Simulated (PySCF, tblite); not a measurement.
**C7H6Cl radical: geometry, infrared bands and EPR parameters**

Wanted: the infrared bands and EPR parameters of C7H6Cl radical (`C[C@]12C=C[C]1C=C2Cl`), by calculation.

Programs: tblite 0.8.0 and PySCF 2.14.0, with density-fitted response routines of our own. Each step states its level of theory. These are calculated values for one molecule in the gas phase, unless marked as measured. Atoms are numbered from 0 throughout.

### Step 1. The molecule as given

14 atoms, charge 0, multiplicity 2; geometry from: force field or distance geometry start.

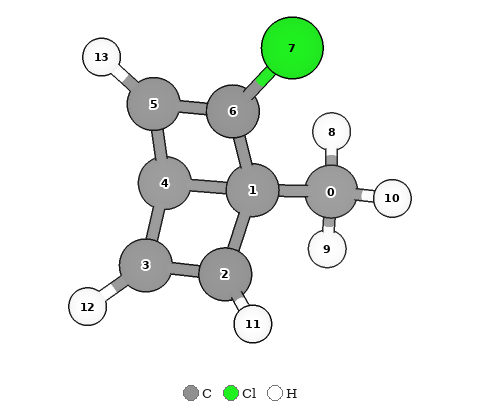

As it starts; carbon grey, chlorine green, hydrogen white, atoms numbered.

### Step 2. Optimising the geometry with GFN2-xTB

The job: settings as JSON, then the geometry in Å.

```
{"job": {"kind": "relax", "xc": "GFN2-xTB", "basis": "xTB"}, "charge": 0, "multiplicity": 2}
C      1.690000     0.246000    -0.321000
C      0.268500     0.015300     0.050700
C     -0.113000    -1.370500     0.454600
C     -1.065600    -1.384100    -0.490400
C     -0.787200    -0.043900    -0.969600
C     -1.444100     1.065100    -0.250700
C     -0.486200     1.103600     0.661900
Cl    -0.231800     2.117800     2.107400
H      1.756800     1.200500    -0.883200
H      2.013800    -0.581100    -0.958100
H      2.365300     0.245000     0.561600
H      0.185000    -2.103600     1.185300
H     -1.800300    -2.150800    -0.768900
H     -2.351900     1.640300    -0.401800
```

Command:

```console
> OMP_NUM_THREADS=1 python probes_run.py task.json out
```

This one command runs all jobs of the session in turn.

**Question.** This job is followed by: GFN2-xTB harmonic vibrations, gas phase; UKS B3LYP, pcH-1 on C Cl H, non-relativistic, mean-field spin-orbit, GIAO. Predict these results of the whole session: strongest single infrared mode (GFN2-xTB); zero-point energy (GFN2-xTB); g(iso) (B3LYP); ⟨S²⟩; largest a(iso) (averaged by class); surface potential, least and greatest.

As calculated:

| quantity | value |
| --- | --- |
| strongest single infrared mode (GFN2-xTB) | 1007 cm⁻¹, 41 km/mol |
| zero-point energy (GFN2-xTB) | 63.7 kcal/mol |
| g(iso) (B3LYP) | 2.00335 |
| ⟨S²⟩ | 0.774 (exact 0.75) |
| largest a(iso) (averaged by class) | 13C on C4, 269.9 MHz |
| surface potential, least and greatest | -0.51 V and 1.01 V |

**Reading.** Relaxing lowered the energy by 0.515 eV in 29 steps; the close pair that moved most is C6–Cl7, from 1.784 to 1.697 Å. All 36 modes are real, so the xTB geometry is a minimum. The strongest single mode, at 1007 cm⁻¹, has its largest shares on C6, H11, H13 and H12 (the list is cut at 4 atoms). GFN2-xTB is a fitted tight-binding method: band positions and strengths are rough. Its intensities can rank the bands wrongly. The largest share of the spin, 0.74 e, sits on C4. The isotropic g lies 1.0 ppt above the free-electron value.
